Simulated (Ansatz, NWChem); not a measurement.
Abstraction of F: InH2F + NO2 → InH2 + NO2F

Gas-phase species: InH2F `[F][InH2]`, singlet; NO2 (nitrogen dioxide) `[O]N=O`, doublet; InH2 `[InH2]`, doublet; NO2F (nitryl fluoride) `O=[N+]([O-])F`, singlet. A radical takes F: the energy is the difference in strength between the In–F bond broken and the N–F bond made.

Shapes, held fixed at every level: PBE0-D4/def2-TZVP. Programs: Ansatz 0.2.0, NWChem 7.3.0. A level may come from different programs for different species; with the same settings they agree closely. The zero-point and thermal change to 298 K, harmonic and unscaled (PBE0-D4/def2-TZVP), is +0.7 kJ/mol.

```csv
level,kind,ΔH(298 K) (kJ/mol)
MP2/STO-3G,perturbation theory,+229.3
r2SCAN/STO-3G,meta-GGA,+356.3
r2SCAN0/STO-3G,global hybrid,+344.2
wB97M-V/STO-3G,range-separated hybrid,+354.3
RPA@PBE/STO-3G,RPA,+366.7
CCSD(T)/STO-3G,coupled cluster or CI,+324.1
PBE0/def2-SVP,global hybrid,+227.6
```

PBE0/def2-SVP gives ΔH(298 K) = +227.6 kJ/mol; the levels span +227.6 to +366.7. The median of the levels is +344.2. No measured value is set beside it here. T1 is large for NO2 (0.075), so single-reference values are less sure there. Spin contamination: NO2 (⟨S²⟩ up to 1.18). Open shells run unrestricted. For atoms past krypton def2 sets carry core potentials with scalar relativity. All-electron rows are non-relativistic unless named. Outer-core shells of In are correlated, in sets that cover them unevenly. Rows in sets without polarisation functions are far from converged.

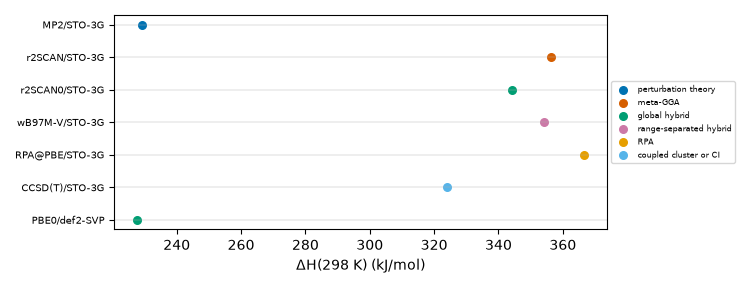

The values of the table, level by level.
